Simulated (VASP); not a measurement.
Band structure of WS2 (space group P6_3/mmc). These are LDA (Ceperley-Alder, Perdew-Zunger), VASP's LDA PAW potentials (set 64) (plane waves; VASP) values and carry that method's errors.

Unless said otherwise, spin-orbit coupling is left out, though it shifts the bands of the heavy elements here.

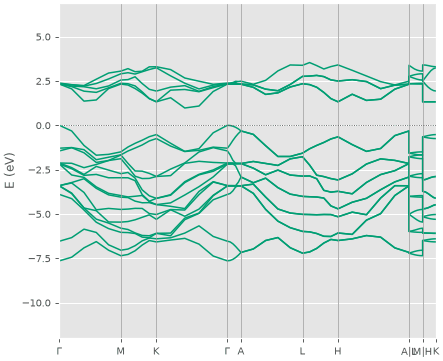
Figure: Bands along high-symmetry lines, zero at the valence-band maximum or, without a gap, the Fermi level

Read the plot: is there a gap, and where are the band edges?

The gap is indirect, 0.91 eV, from the valence maximum at Γ to the conduction minimum at (0.17, 0.17, 0.00).

The structure is a typed WS2 crystal. The cell was not relaxed at this level.
